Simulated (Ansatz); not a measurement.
HfH2OCl3F: several calculations on one system

**1. Relaxation**

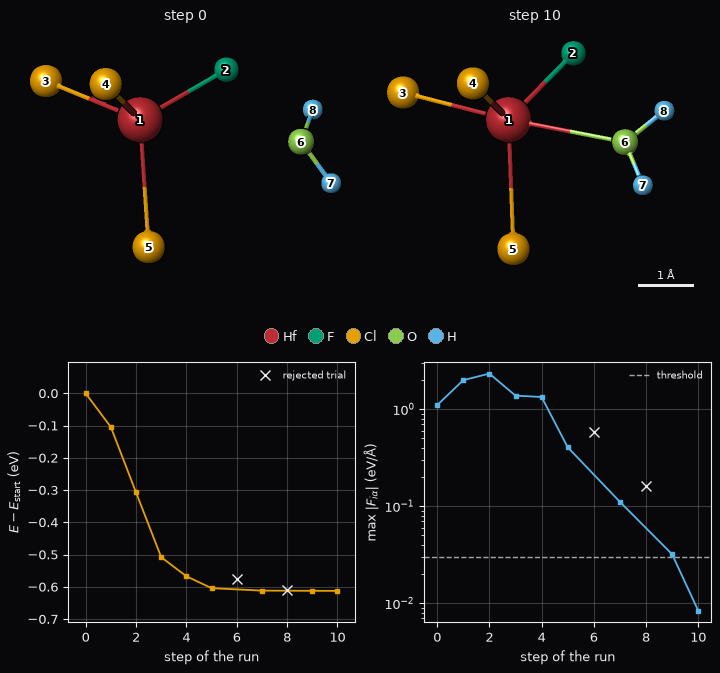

First and last geometry of a relaxation of HfH$_{2}$OCl$_{3}$F, with the history of the run. A ball-and-stick model, seen at a tilt.

The run prepares an end point of a later path (reaction) calculation, from a guessed geometry.

Theory: RHF/def2-SVP (Ansatz 0.2.0).

Input
```yaml
crystal:
  periodic: [false, false, false]
  atoms:
    - { symbol: Hf, position_ang: [0.230013, 0.06636, -0.266092] }
    - { symbol: F, position_ang: [0.022091, -0.029664, 1.67019] }
    - { symbol: Cl, position_ang: [2.559279, 0.032599, -0.612991] }
    - { symbol: Cl, position_ang: [-0.547756, 2.088257, -1.199858] }
    - { symbol: Cl, position_ang: [-0.62699, -1.853387, -1.345578] }
    - { symbol: O, position_ang: [-2.666388, -0.034515, 1.215546] }
    - { symbol: H, position_ang: [-3.257612, -0.773102, 1.239451] }
    - { symbol: H, position_ang: [-2.078636, -0.126248, 1.98253] }
basis:
  gaussian: { orbitals: def2-SVP }
hamiltonian:
  xc: hf
relax:
  f_tol: 0.03
  max_steps: 50
output:
  orbitals: {}
```

Launched with:
```bash
ansatz run input.yaml --threads 2 --pin off --max-ram 3072MiB --backend cpu --events-out ev --progress --plain --runs-dir out
```

### Read the history and describe the run.

It converged. H7 moves most after the best rigid fit: 0.70 Å. Largest moves by element: H 0.70 Å, O 0.60 Å, Hf 0.36 Å, F 0.35 Å, Cl 0.34 Å. Near-neighbour distances that change, for instance: Hf1–O6 3.255 → 2.347 Å, Hf1–H7 3.890 → 3.028 Å, Hf1–H8 3.229 → 2.943 Å, Hf1–Cl5 2.363 → 2.402 Å. New bonds form, among them: Hf1–O6 (3.25 → 2.35 Å). Bond angles that change, for instance: F2–Hf1–Cl5 112.0° → 123.0°, F2–Hf1–Cl3 104.5° → 97.3°, Cl3–Hf1–Cl5 106.2° → 99.6°. After 8 accepted moves (10 points after the start) the energy has fallen by 0.612 eV. The largest force component goes from 1.1 to 0.0084 eV/Å. The line search rejected the trial steps at points 6, 8 of the run.

```
step  E − E(0), eV  largest force component, eV/Å      note
   0        0.0000                         1.1026          
   1       -0.1045                         1.9918          
   2       -0.3072                         2.3267          
   3       -0.5080                         1.3792          
   4       -0.5672                         1.3354          
   5       -0.6040                         0.4052          
   6       -0.5742                         0.5855  rejected
   7       -0.6116                         0.1111          
   8       -0.6108                         0.1608  rejected
   9       -0.6123                         0.0320          
  10       -0.6124                         0.0084
```

Limits of the set-up: Hartree-Fock leaves out electron correlation.

**2. Relaxation**

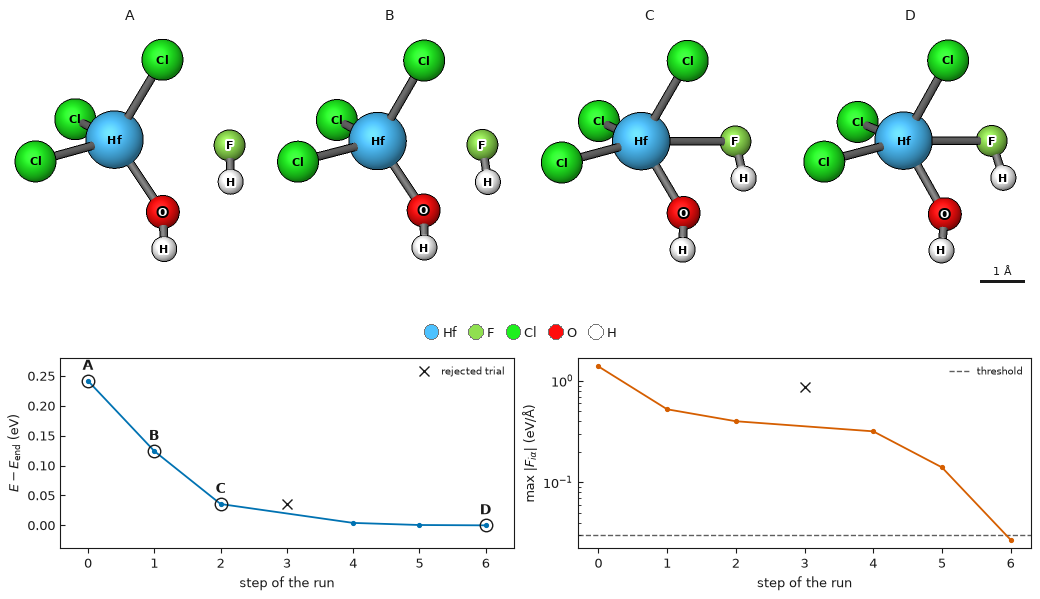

Frames of a relaxation of HfH₂OCl₃F, marked on the history of the run. The picture is a ball-and-stick view, seen at a tilt.

The run prepares an end point of a later path (reaction) calculation, from a guessed geometry.

Theory: Ansatz 0.2.0, RHF/def2-SVP. Settings: no spin polarisation; force threshold 0.03 eV/Å; at most 50 steps.

### What happens along the run?

The atom that moves furthest after the best rigid fit is the F atom (0.49 Å). Largest moves by element: F 0.49 Å, Hf 0.25 Å, Cl 0.24 Å, H 0.22 Å, O 0.07 Å. Among the contacts that change: F–Hf 3.173 → 2.439 Å, H–Hf 3.170 → 2.715 Å, Hf–O 2.012 → 1.957 Å, Cl–Hf 2.366 → 2.383 Å. New bonds form, among them: F–Hf (3.17 → 2.44 Å). Among the angles between lasting bonds that change: Cl–Hf–O 104.4° → 99.1°, Cl–Hf–Cl 106.5° → 102.6°, Cl–Hf–Cl 113.3° → 116.8°. The energy falls by 0.242 eV in 5 accepted moves (6 points after the start). Largest force component: 1.4 eV/Å at the start, 0.027 eV/Å at the end. The line search rejected the trial step at point 3 of the run. From step 0 to 1: the F atom moves most (0.20 Å), energy −0.118 eV. From step 1 to 2: the F atom moves most (0.19 Å), energy −0.089 eV. From step 2 to 6: the F atom moves most (0.11 Å), energy −0.036 eV.

Limits of the set-up: the start holds two separate molecules, 2.2 Å apart at their closest, whose relative position is a soft coordinate and is computed without a dispersion correction; Hartree-Fock leaves out electron correlation.

**3. Path**

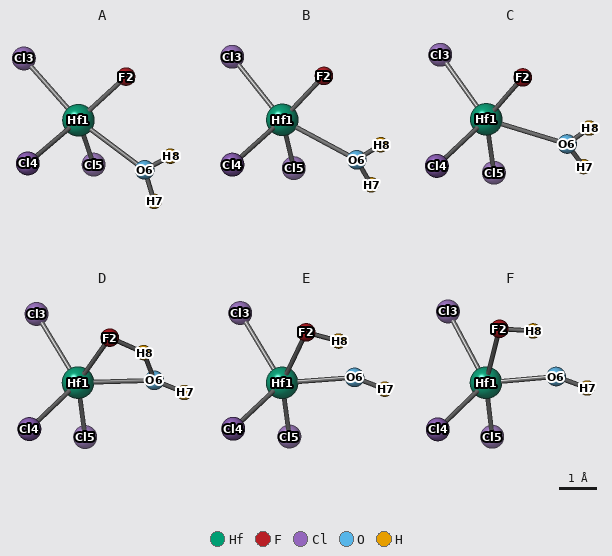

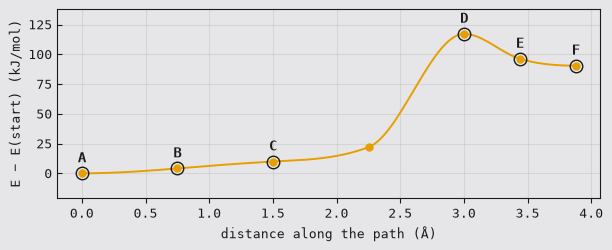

A nudged-elastic-band calculation for HfH2OCl3F. Images are numbered from 0 (start) to 6 (end). Frames A to F are images 0, 1, 2, 4, 5, 6. The picture is a ball-and-stick view, seen from a free direction.

These are results of RHF/def2-SVP (Ansatz 0.2.0), not measurements. Run with 5 movable images; climbing image; force threshold 0.05 eV/Å; iteration limit 60; starting path through a guess of the saddle point.

### What happens along the path, and what is the barrier?

Forward barrier 117.2 kJ/mol, backward barrier 26.7 kJ/mol, with image 4 at the top; the reaction energy is +90.4 kJ/mol. A hydrogen atom shifts from one atom to another. Breaking: O6–H8 (0.95 → 1.23 at the top → 2.04 Å). Forming: F2–H8 (2.50 → 1.10 at the top → 0.92 Å). The band is converged. At the top, the vibrational analysis gives one imaginary mode (1149i cm⁻¹), as a transition state must have.

Limits of the set-up: Hartree-Fock leaves out electron correlation.

Cost: 9.2 min on 2 threads of Arm Neoverse N1, on a shared host, peak memory 0.33 GiB.
